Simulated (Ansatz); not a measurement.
A computed series for Sn: pressure series

The parent structure is Sn (space group I4_1/amd, No. 141).

```
Sn
1.0
   -2.97355     2.97355     1.60610
    2.97355    -2.97355     1.60610
    2.97355     2.97355    -1.60610
Sn
2
Direct
  0.75000   0.25000   0.50000
  0.00000   0.00000   0.00000
```

Cell and atoms are relaxed at each pressure.

The values are results of plane-wave PAW DFT at the PBE level (Ansatz, an electronic-structure program, 420 eV), no spin-orbit coupling, earlier PAW set, not measurements.

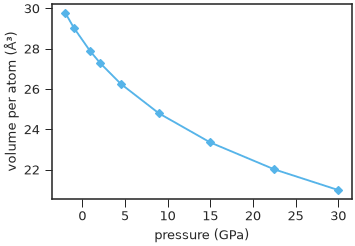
Fig. 1. Volume against pressure

### Question
Estimate the zero-pressure bulk modulus from the plot.

### Answer
About 48 GPa; a third-order Birch–Murnaghan fit to the points gives V₀ = 28.41 Å³/atom, B₀ = 48 GPa and B₀′ = 4.8.

Measured bulk modulus of Sn: 57.037 GPa (temperature not stated; as listed in Tao Chen et al., Physical Review Materials (2023)); the computed value is for a static lattice, so the two differ by thermal effects too.

Load acts through the strain it causes; cell and atoms are relaxed under it. Stability against distortions was not tested. Measured, Sn leaves this structure (for a body-centred tetragonal phase) near 8 GPa (temperature not stated; as listed in Olga Degtyareva, NATO science for peace and security series. B, Physics and biophysics (2010)).
